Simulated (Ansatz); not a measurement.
Stretching the In1–H2 bond in H2IIn (SMILES [InH2][I]) (multiplicity 1 held, fragments rigid). Energies count from the point at 1.714 Å.
Geometry at that point (charge 0, multiplicity 1):
```xyz
4

In    -0.7264    -1.1355     0.1996
H     -0.0696    -2.1741     1.3945
H     -2.1191    -1.2475    -0.7931
I      0.7129     1.1144    -0.1958
```

Restricted levels (R-, RO-) in cc, def2 and unpolarised 6-31G sets keep to the state of the molecule at rest. Active spaces are followed from a long bond inwards. Curves can end on different states.

Correlated levels freeze the cores. Filled d and f shells under p-block atoms count as core.

Codes used: Ansatz (Gaussian orbitals). Each number belongs to the level named beside it. In def2 rows elements past Kr take small-core potentials, without spin–orbit coupling.

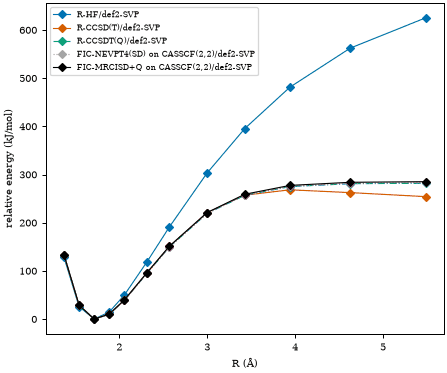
Relative energy along the coordinate

Problem. Read off the R-HF/def2-SVP curve at R = 2.571.

Solution. about 190 kJ/mol

Doubts at one or more of the structures used: a restricted determinant that unrestricted orbitals would lower (R-HF/def2-SVP, R-CCSD(T)/def2-SVP, R-CCSDT(Q)/def2-SVP); other coupled-cluster roots lie near (R-CCSD(T)/def2-SVP, R-CCSDT(Q)/def2-SVP); T1 above 0.05 (R-CCSD(T)/def2-SVP, R-CCSDT(Q)/def2-SVP).

Ansatz is a first-principles code.
